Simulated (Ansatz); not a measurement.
# Si₂NH₇: geometry relaxation (part 1 of 2)

System: Si₂NH₇.
Method: RHF/def2-SVP (Ansatz 0.2.0).

The input holds or restrains some coordinates. Forces given for the steps count only the free coordinates. It belongs to a series of runs on one base structure; here: pulled along the bonds that form and break, towards end B. Figures and captions count atoms from 1; the log counts them from 0 in places.

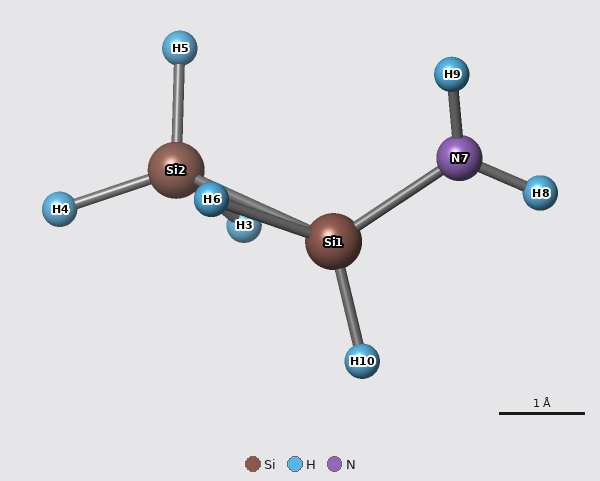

Fig. 1: The structure as given in the input (ball-and-stick view, seen at a tilt; atoms are numbered from 1 in the order of the input).

**Summary**

| quantity | value |
| --- | --- |
| outcome | converged under the restraints of the input |
| total energy | −17309.8024 eV |
| mean-field energy | −17309.8024 eV |
| largest force (length of the vector) at the end, held atoms and coordinates included | 0.761 eV/Å |
| hardware | 1 thread of AMD EPYC (Zen 5), 32 GiB of memory available, shared host |
| wall time | 13 s |
| peak memory | 0.17 GiB |

**Input**
```yaml
crystal:
  periodic: [false, false, false]
  atoms:
    - { symbol: Si, position_ang: [0.0, 0.0, 0.0] }
    - { symbol: Si, position_ang: [1.3097, 0.0, 2.0349] }
    - { symbol: H, position_ang: [-0.0051, -0.4067, 2.5222] }
    - { symbol: H, position_ang: [2.3193, -0.9353, 2.5222] }
    - { symbol: H, position_ang: [1.6149, 1.342, 2.5222] }
    - { symbol: H, position_ang: [1.6588, 0.0, 0.0648] }
    - { symbol: "N", position_ang: [-0.8572, 1.4851, -0.6061] }
    - { symbol: H, position_ang: [-1.8773, 1.43, -0.8888] }
    - { symbol: H, position_ang: [-0.3367, 2.4058, -0.6766] }
    - { symbol: H, position_ang: [-0.6877, -1.1914, -0.4862] }
basis:
  gaussian: { orbitals: def2-SVP }
hamiltonian:
  xc: hf
relax:
  f_tol: 0.15
  max_steps: 25
  restrain:
    - { distance: [1, 5], at: 1.46, k: 30.0 }
    - { distance: [0, 1], at: 3.42, k: 30.0 }
    - { distance: [0, 5], at: 2.66, k: 30.0 }
```

Run as:
```bash
ansatz run input.yaml --threads 1 --pin off --max-ram 2048MiB --backend cpu --events-out ev --progress --plain --runs-dir out
```

**Output**
```
The last accepted step is kept in [file] (removed where the run ends without a failure and the disk answers)
Engine: ansatz 0.2.0, x86_64-unknown-linux-gnu
Functional definition: HF
  exchange = exact_x
  correlation = 0
891 factors; integrals over basis functions are off by at most 4.2e-4 eV
mean field evaluation 1: about -17304.4619 eV, gradient 2.9e1 eV
mean field evaluation 2: about -17304.4840 eV, gradient 2.9e1 eV
mean field evaluation 4: about -17306.8111 eV, gradient 3.0e0 eV
mean field evaluation 8: about -17306.8591 eV, gradient 1.9e-1 eV
mean field -17306.86018745 eV, -636.0153808777 hartree, gradient 2.2e-5 eV, S^2 0.000000; 0 other end points of the search recorded, 0 dependent functions left out
the calculation of the forces begins
reference -17306.86018745 eV, -636.0153808777 hartree; 21, 21 occupied and 64, 64 virtual orbitals, 891 factors
relax step   1: F+E_penalty+E_count = -17306.86018745 eV  Δ(F+E_penalty+E_count) = +0.000e0 eV  max|allowed force component| = 4.055e0 eV/Å  E_restraint = 34.38652893 eV  max|allowed force component, restraints' pulls added| = 4.367e1 eV/Å  Δτ_max = 0.0000 Å  (36 SCF iters, accepted)
  distance Si 1 - H 5 = 2.0008 Å
  distance Si 0 - Si 1 = 2.4199 Å
  distance Si 0 - H 5 = 1.6601 Å
these checks for a lower state are left out or cut short: starts, cluster_reference, orbital_swaps, neighbouring_geometries, increment
891 factors; integrals over basis functions are off by at most 4.5e-4 eV
mean field evaluation 16: about -17305.5067 eV, gradient 5.6e-1 eV
mean field -17305.51269075 eV, -635.9658612871 hartree, gradient 5.9e-5 eV, S^2 0.000000; 0 other end points of the search recorded, 0 dependent functions left out
[... from here on the field's lines of each further geometry are left out, up to the last ...]
relax step   2: F+E_penalty+E_count = -17305.51269075 eV  Δ(F+E_penalty+E_count) = +1.347e0 eV  max|allowed force component| = 5.621e0 eV/Å  E_restraint = 20.28521016 eV  max|allowed force component, restraints' pulls added| = 3.001e1 eV/Å  Δτ_max = 0.1950 Å  (37 SCF iters, accepted)
relax step   3: F+E_penalty+E_count = -17304.48548817 eV  Δ(F+E_penalty+E_count) = +1.027e0 eV  max|allowed force component| = 5.301e0 eV/Å  E_restraint = 9.59281745 eV  max|allowed force component, restraints' pulls added| = 2.054e1 eV/Å  Δτ_max = 0.1917 Å  (67 SCF iters, accepted)
relax step   4: F+E_penalty+E_count = -17304.98865887 eV  Δ(F+E_penalty+E_count) = -5.032e-1 eV  max|allowed force component| = 5.889e0 eV/Å  E_restraint = 2.62534875 eV  max|allowed force component, restraints' pulls added| = 9.105e0 eV/Å  Δτ_max = 0.1971 Å  (43 SCF iters, accepted)
relax step   5: F+E_penalty+E_count = -17306.39579198 eV  Δ(F+E_penalty+E_count) = -1.407e0 eV  max|allowed force component| = 6.547e0 eV/Å  E_restraint = 0.36777964 eV  max|allowed force component, restraints' pulls added| = 4.387e0 eV/Å  Δτ_max = 0.1947 Å  (36 SCF iters, accepted)
relax step   6: F+E_penalty+E_count = -17308.02239285 eV  Δ(F+E_penalty+E_count) = -1.627e0 eV  max|allowed force component| = 4.010e0 eV/Å  E_restraint = 0.07883321 eV  max|allowed force component, restraints' pulls added| = 4.897e0 eV/Å  Δτ_max = 0.1949 Å  (33 SCF iters, accepted)
relax step   7: F+E_penalty+E_count = -17308.93653512 eV  Δ(F+E_penalty+E_count) = -9.141e-1 eV  max|allowed force component| = 2.053e0 eV/Å  E_restraint = 0.05979235 eV  max|allowed force component, restraints' pulls added| = 2.053e0 eV/Å  Δτ_max = 0.1949 Å  (30 SCF iters, accepted)
relax step   8: F+E_penalty+E_count = -17309.26802240 eV  Δ(F+E_penalty+E_count) = -3.315e-1 eV  max|allowed force component| = 1.604e0 eV/Å  E_restraint = 0.02788042 eV  max|allowed force component, restraints' pulls added| = 1.793e0 eV/Å  Δτ_max = 0.1949 Å  (30 SCF iters, accepted)
relax step   9: F+E_penalty+E_count = -17309.42638222 eV  Δ(F+E_penalty+E_count) = -1.584e-1 eV  max|allowed force component| = 2.256e0 eV/Å  E_restraint = 0.13513292 eV  max|allowed force component, restraints' pulls added| = 2.345e0 eV/Å  Δτ_max = 0.1902 Å  (30 SCF iters, accepted)
relax step  10: F+E_penalty+E_count = -17309.48829763 eV  Δ(F+E_penalty+E_count) = -6.192e-2 eV  max|allowed force component| = 1.349e0 eV/Å  E_restraint = 0.01340009 eV  max|allowed force component, restraints' pulls added| = 8.791e-1 eV/Å  Δτ_max = 0.0815 Å  (31 SCF iters, accepted)
relax step  11: F+E_penalty+E_count = -17309.53161942 eV  Δ(F+E_penalty+E_count) = -4.332e-2 eV  max|allowed force component| = 8.738e-1 eV/Å  E_restraint = 0.00560673 eV  max|allowed force component, restraints' pulls added| = 5.497e-1 eV/Å  Δτ_max = 0.1906 Å  (31 SCF iters, accepted)
relax step  12: F+E_penalty+E_count = -17309.57636424 eV  Δ(F+E_penalty+E_count) = -4.474e-2 eV  max|allowed force component| = 1.029e0 eV/Å  E_restraint = 0.01032984 eV  max|allowed force component, restraints' pulls added| = 1.029e0 eV/Å  Δτ_max = 0.1938 Å  (30 SCF iters, accepted)
relax step  13: F+E_penalty+E_count = -17309.62728350 eV  Δ(F+E_penalty+E_count) = -5.092e-2 eV  max|allowed force component| = 8.517e-1 eV/Å  E_restraint = 0.00877203 eV  max|allowed force component, restraints' pulls added| = 8.517e-1 eV/Å  Δτ_max = 0.1959 Å  (30 SCF iters, accepted)
relax step  14: F+E_penalty+E_count = -17309.68633716 eV  Δ(F+E_penalty+E_count) = -5.905e-2 eV  max|allowed force component| = 6.737e-1 eV/Å  E_restraint = 0.00712705 eV  max|allowed force component, restraints' pulls added| = 6.328e-1 eV/Å  Δτ_max = 0.2000 Å  (30 SCF iters, accepted)
relax step  15: F+E_penalty+E_count = -17309.72494590 eV  Δ(F+E_penalty+E_count) = -3.861e-2 eV  max|allowed force component| = 7.184e-1 eV/Å  E_restraint = 0.00577996 eV  max|allowed force component, restraints' pulls added| = 7.183e-1 eV/Å  Δτ_max = 0.1946 Å  (30 SCF iters, accepted)
relax step  16: F+E_penalty+E_count = -17309.75369998 eV  Δ(F+E_penalty+E_count) = -2.875e-2 eV  max|allowed force component| = 7.959e-1 eV/Å  E_restraint = 0.00713403 eV  max|allowed force component, restraints' pulls added| = 4.489e-1 eV/Å  Δτ_max = 0.1967 Å  (30 SCF iters, accepted)
relax step  17: F+E_penalty+E_count = -17309.79317941 eV  Δ(F+E_penalty+E_count) = -3.948e-2 eV  max|allowed force component| = 6.523e-1 eV/Å  E_restraint = 0.00576550 eV  max|allowed force component, restraints' pulls added| = 1.240e-1 eV/Å  Δτ_max = 0.2000 Å  (29 SCF iters, accepted)
relax step  18: F+E_penalty+E_count = -17309.79768946 eV  Δ(F+E_penalty+E_count) = -4.510e-3 eV  max|allowed force component| = 6.356e-1 eV/Å  E_restraint = 0.01971407 eV  max|allowed force component, restraints' pulls added| = 7.253e-1 eV/Å  Δτ_max = 0.1825 Å  (29 SCF iters, rejected (line search))
the calculation of the forces begins
reference -17309.80240859 eV, -636.1235055102 hartree; 21, 21 occupied and 64, 64 virtual orbitals, 893 factors
relax step  19: F+E_penalty+E_count = -17309.80240859 eV  Δ(F+E_penalty+E_count) = -9.229e-3 eV  max|allowed force component| = 7.450e-1 eV/Å  E_restraint = 0.00657160 eV  max|allowed force component, restraints' pulls added| = 1.499e-1 eV/Å  Δτ_max = 0.0888 Å  (29 SCF iters, accepted)
  distance Si 1 - H 5 = 1.4677 Å
  distance Si 0 - Si 1 = 3.4379 Å
  distance Si 0 - H 5 = 2.6524 Å
```

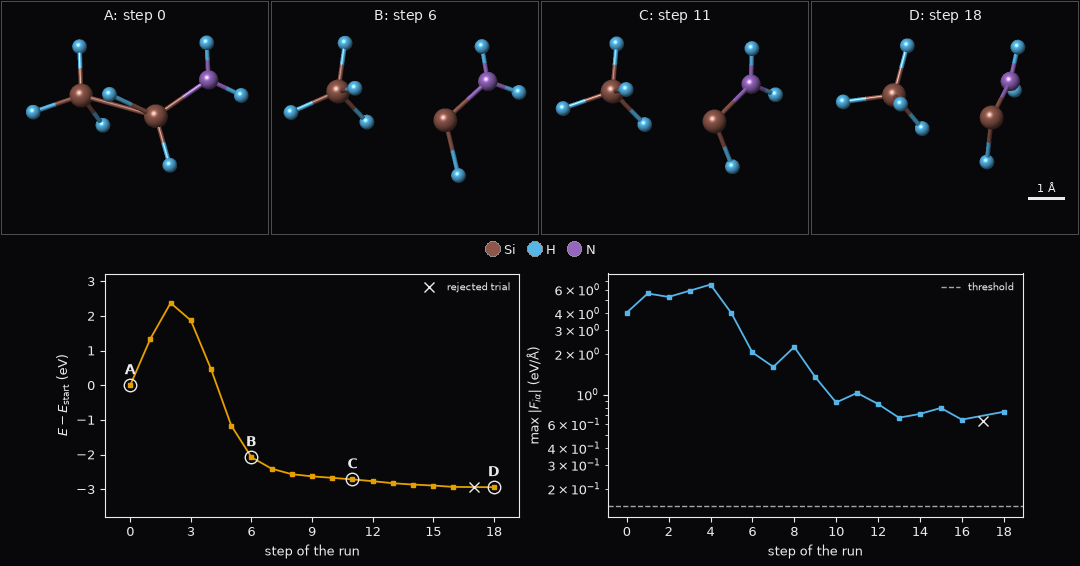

Fig. 2: Frames of the restrained relaxation (ball-and-stick view, seen at a tilt) above the curves, on which the letters mark them (the first geometry is step 0 here and step 1 in the log).

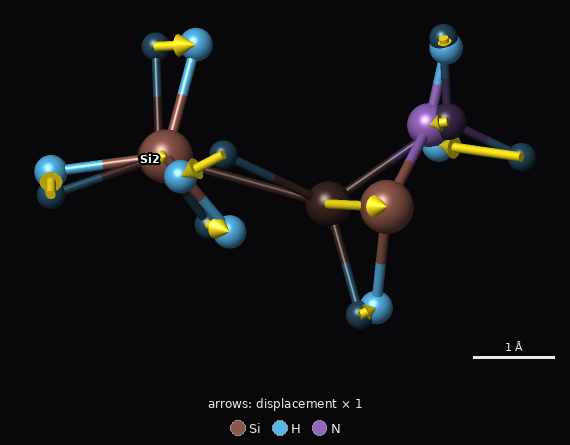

Fig. 3: Start (faint) and end (solid) with the displacements as yellow arrows, at true length (ball-and-stick view, seen at a tilt). The two geometries are laid on each other by the best rigid fit. H8 moves most after the best rigid fit: 1.28 Å. By element the largest moves are H 1.28 Å, Si 1.26 Å, N 0.25 Å. Distances before and after: Si1–Si2 2.420 → 3.438 Å, Si1–H6 1.660 → 2.652 Å, Si2–H6 2.001 → 1.468 Å, Si1–N7 1.819 → 1.714 Å. New bonds form: Si2–H6 (2.00 → 1.47 Å). Bonds break: Si1–H6 (1.66 → 2.65 Å), Si1–Si2 (2.42 → 3.44 Å). Among the angles that change: N7–Si1–H10 109.5° → 96.4°, H8–N7–H9 120.0° → 111.7°, Si1–N7–H8 120.0° → 126.9°. The energy falls by 2.942 eV in 18 geometry steps. The largest force component goes from 4.1 to 0.74 eV/Å. The line search rejected the trial step at point 17 (counted from 0) and went back. (Atoms are counted from 1 in the order of the input.)

```
893 factors; integrals over basis functions are off by at most 6.6e-4 eV
mean field -17309.80240859 eV, -636.1235055102 hartree, gradient 2.2e-5 eV, S^2 0.000000; 1 other end points of the search recorded, 0 dependent functions left out
the calculation of the forces begins
reference -17309.80240859 eV, -636.1235055102 hartree; 21, 21 occupied and 64, 64 virtual orbitals, 893 factors
Total energy: -17309.80240859 eV, -636.1235055102 hartree
Atom 0 at    -0.041781     0.034720    -1.257999 Å, force    -0.162293     0.061803    -0.483942 eV/Å
Atom 1 at     1.312798     0.031330     1.901780 Å, force     0.115493     0.104241     0.744956 eV/Å
Atom 2 at    -0.067401    -0.453644     2.116856 Å, force     0.031806     0.020419    -0.019122 eV/Å
Atom 3 at     2.193408    -0.568830     2.932865 Å, force     0.002178    -0.012205     0.002170 eV/Å
Atom 4 at     1.367489     1.505129     2.027678 Å, force    -0.003708    -0.022222    -0.029544 eV/Å
Atom 5 at     1.820201    -0.375183     0.585916 Å, force     0.000405    -0.087082    -0.266174 eV/Å
Atom 6 at    -0.734965     1.364486    -0.428819 Å, force     0.056311    -0.019316     0.024501 eV/Å
Atom 7 at    -1.416364     1.326224     0.304825 Å, force    -0.041711    -0.012158    -0.019514 eV/Å
Atom 8 at    -0.466500     2.308021    -0.636483 Å, force    -0.008432    -0.022421     0.008470 eV/Å
Atom 9 at    -0.828185    -1.042752    -0.538019 Å, force     0.009950    -0.011060     0.038198 eV/Å
Dipole moment:    -0.197679     0.281699     0.239284 e Å
```

**Trajectory as extended XYZ (Å, eV, eV/Å), 19 frames, from step=1 to step=19**
```
10
Properties=species:S:1:pos:R:3:forces:R:3 step=1 energy=-17306.86019
Si    0.0000    0.0000    0.0000    2.5402   2.4264   0.1826
Si    1.3097    0.0000    2.0349   -4.0551   0.0550   1.2674
H    -0.0051   -0.4067    2.5222    0.0796  -0.4340   2.7472
H     2.3193   -0.9353    2.5222    0.4681  -0.3837  -0.8500
H     1.6149    1.3420    2.5222    0.2243   0.4393  -0.2296
H     1.6588    0.0000    0.0648   -1.0242  -0.0915  -3.7140
N    -0.8572    1.4851   -0.6061    0.6144  -0.0962  -0.0033
H    -1.8773    1.4300   -0.8888    2.6059   0.4825   0.6329
H    -0.3367    2.4058   -0.6766   -1.7704  -2.0942   0.0100
H    -0.6877   -1.1914   -0.4862    0.3173  -0.3036  -0.0433
10
Properties=species:S:1:pos:R:3:forces:R:3 step=2 energy=-17305.51269
Si   -0.1624    0.0075   -0.1076    4.5712   2.3237   3.8506
Si    1.3645    0.0002    2.0634   -5.6206  -0.0039  -0.6001
H     0.0022   -0.4079    2.5388    0.9986  -0.2165   2.1875
H     2.3278   -0.9419    2.5191    1.1253  -0.8099  -0.4901
H     1.6179    1.3474    2.5220    0.3986   0.6545  -0.2066
H     1.7629   -0.0005    0.1444   -1.2569  -0.1003  -2.6087
N    -0.8668    1.4972   -0.6141   -0.1669   0.7864  -0.9956
H    -1.8667    1.4361   -0.8873    1.7387   0.7573   0.2584
H    -0.3448    2.3965   -0.6765   -1.4380  -1.5722  -0.0800
H    -0.6958   -1.2051   -0.4936   -0.3500  -1.8190  -1.3154
```
